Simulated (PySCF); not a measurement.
**C$_{8}$H$_{6}$O (SMILES C#C/C=C\c1ccco1): density, localisation and related maps**

| atom | x (Å) | y (Å) | z (Å) |
| --- | --- | --- | --- |
| C | -2.7417 | 0.6902 | 1.5217 |
| C | -2.2396 | -0.2545 | 0.9432 |
| C | -1.6893 | -1.3745 | 0.2751 |
| C | -0.4695 | -1.4329 | -0.3122 |
| C | 0.5239 | -0.3995 | -0.3899 |
| C | 0.6180 | 0.9065 | 0.0395 |
| C | 1.8952 | 1.3744 | -0.3736 |
| C | 2.4873 | 0.3279 | -1.0235 |
| O | 1.6730 | -0.7371 | -1.0385 |
| H | -3.1860 | 1.5222 | 2.0355 |
| H | -2.3190 | -2.2690 | 0.2360 |
| H | -0.1796 | -2.3704 | -0.7944 |
| H | -0.1479 | 1.4486 | 0.5863 |
| H | 2.3232 | 2.3610 | -0.2107 |
| H | 3.4525 | 0.2042 | -1.5086 |

Geometry: PBE0-D3(BJ)/def2-SVP.

The calculation used PySCF 2.14.0, PBE0/def2-SVPD, SCF density, gas phase.

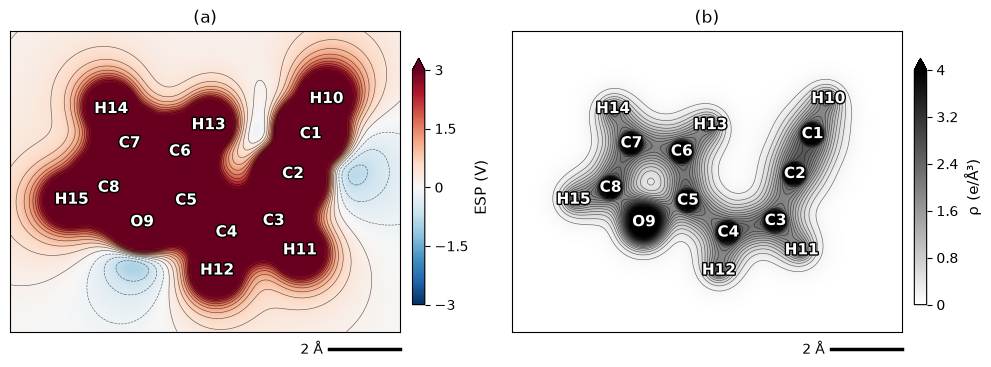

Figure 1. (a) molecular electrostatic potential; (b) total electron density on the molecular plane.

Interpret the plot.

Atoms in the plane: C, O and H. C–C (1.22 Å): ρ is about 2.6 e/Å³ halfway. C–O (1.34 Å): the density is about 2.4 e/Å³ at the midpoint. C–H (1.07 Å): ρ is about 2 e/Å³ halfway. C–C (1.36 Å): ρ is about 2.2 e/Å³ halfway. Outside the dense part of the molecule the potential is most negative (−1.0 V) near O9.

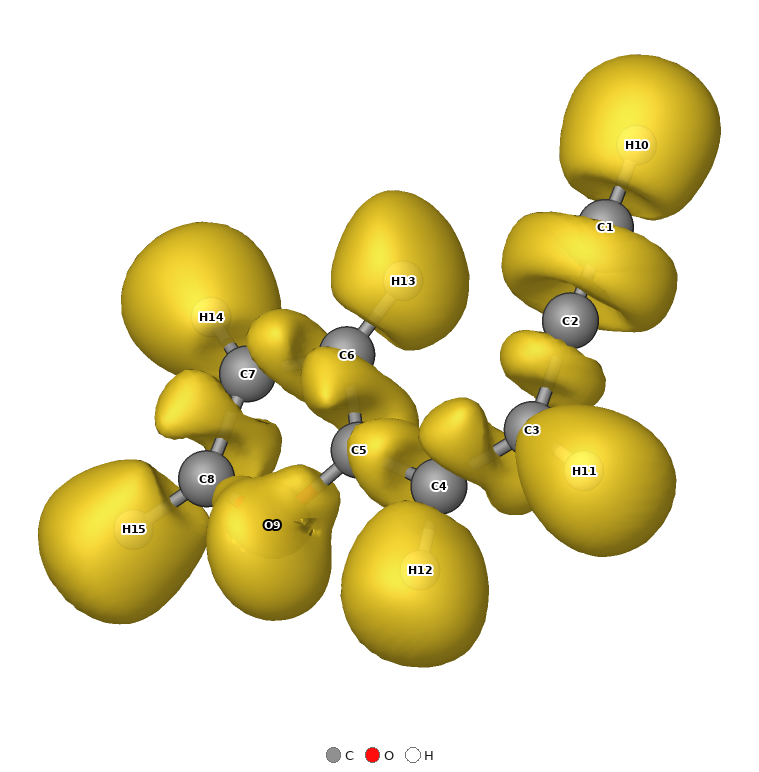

Figure 2. Isosurface of the ELF at 0.75 (yellow), seen at a tilt. Core shells and regions of very low density are left out.

Identify the bonds, lone pairs and shells in this picture.

At this value the surface marks out seven regions between bonded C–C atoms (shared pairs), six regions around hydrogen nuclei and one region on O in which the atom's valence shell and bonds are merged. Along the contacts the grid gives the following. C–C (1.22 Å): the ELF peaks at about 0.85 between the atoms: a short, multiple covalent bond. C–O (1.34 Å): the ELF peaks at about 0.90 between the atoms: a shared but strongly polarised pair.

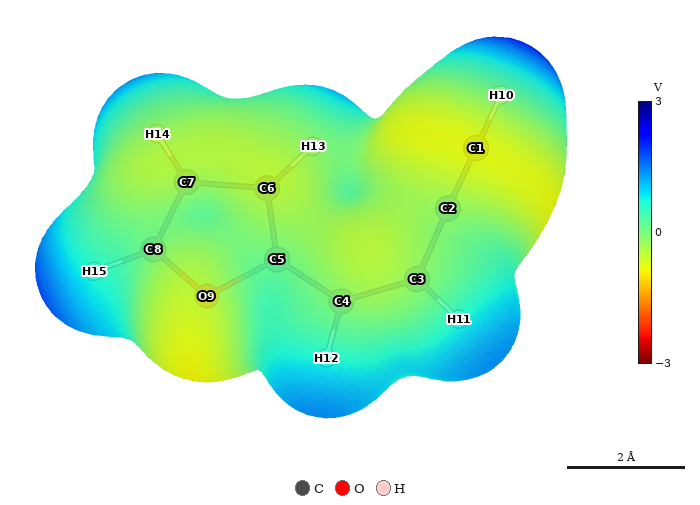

Figure 3. The electrostatic potential painted on the density surface at 0.004 e/bohr³, seen at a tilt; red is negative and blue positive.

Describe the electrostatic potential map.

The most negative region (about −0.9 V) lies over C1, C2 and O9, the most positive (about +2.1 V) over H10.

How polar is the molecule by this calculation?

Its dipole moment is 0.92 D.
